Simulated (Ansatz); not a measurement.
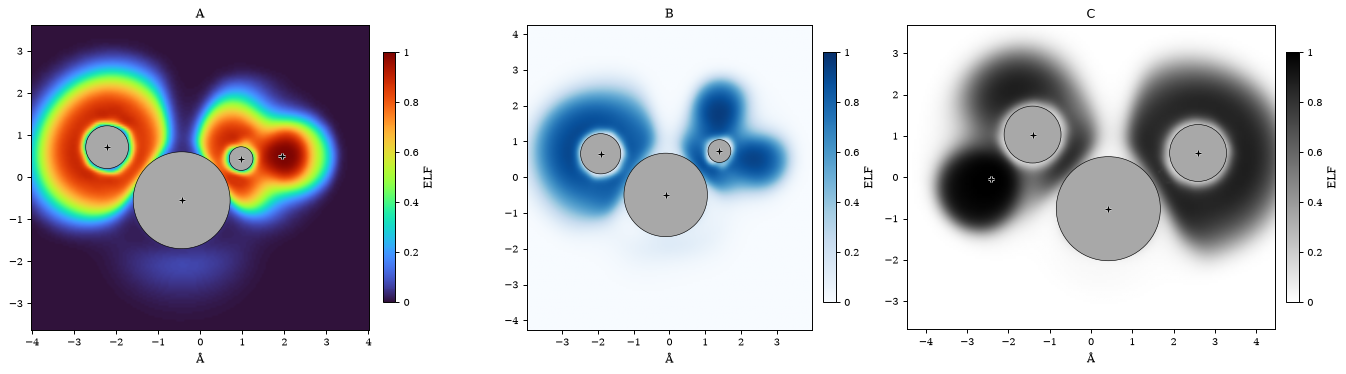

The electron localisation function of 3 systems, each on a plane through atoms (crosses mark nuclei in the plane; grey discs cover the cores).

These are results of Ansatz 0.2.0, isolated molecule in a Gaussian basis; Kohn-Sham density functional theory, functional PBE0, not measurements.

System 1: H₄N₂OSW, the plane of atoms N2, W5 and S4. Geometry: PBE0-D4/def2-SVP; core potentials replace the inner electrons of W.

```xyz
9

N     1.1526   -0.3394   -0.1547
N    -0.3173   -2.6653    1.4913
O    -1.2374   -1.7296   -1.1309
S     1.4937   -3.4823   -1.1687
W     0.1981   -2.0232   -0.2638
H     0.7005    0.5668   -0.2378
H     2.1602   -0.2439   -0.0679
H    -1.2213   -2.4740    1.9141
H     0.2440   -3.2760    2.0777
```

System 2: F₂H₂Se₂Zr, the plane of atoms Se3, Zr5 and Se4. Geometry: PBE0-D4/def2-SVP; core potentials replace the inner electrons of Zr.

```yaml
atoms:
  - { symbol: F, position_ang: [0.6012, -2.2163, -0.5290] }
  - { symbol: F, position_ang: [1.0818, -0.0581, 1.6924] }
  - { symbol: Se, position_ang: [-2.3931, -0.3160, 0.4436] }
  - { symbol: Se, position_ang: [0.6506, 1.2700, -1.6721] }
  - { symbol: Zr, position_ang: [0.1366, -0.4995, 0.1135] }
  - { symbol: H, position_ang: [-2.1077, 0.7653, 1.4089] }
  - { symbol: H, position_ang: [2.0918, 0.9866, -1.5030] }
```

System 3: Cl₃HOTi, the plane of atoms Ti5, O4 and H6. Geometry: PBE0-D4/def2-SVP.

```xyz
6

Cl    1.8029   -1.5000    0.5651
Cl   -1.1251   -1.3257   -1.4750
Cl    1.1140    1.4049   -1.3977
O    -0.6422    0.4903    1.0907
Ti    0.2452   -0.2005   -0.2185
H    -1.3530    1.0668    1.3893
```

> Which map belongs to which system?

Panel A is system 3, Cl₃HOTi: the plane holds Cl, O, Ti and H. Ti–O (1.73 Å): the ELF peaks at about 0.80 in the valence shell of O, 0.5 Å from its nucleus, and drops to about 0.20 between the two atoms. Panel B is system 1, H₄N₂OSW: the plane holds N, S and W. W–N (1.94 Å): the ELF peaks at about 0.85 in the valence shell of N, 0.6 Å from its nucleus, and is about 0.35 at the midpoint. Panel C is system 2, F₂H₂Se₂Zr: the plane holds Se, Zr and H. Zr–Se (2.56 Å): the ELF peaks at about 0.80 in the valence shell of Se, 1.1 Å from its nucleus, and is about 0.55 at the midpoint.
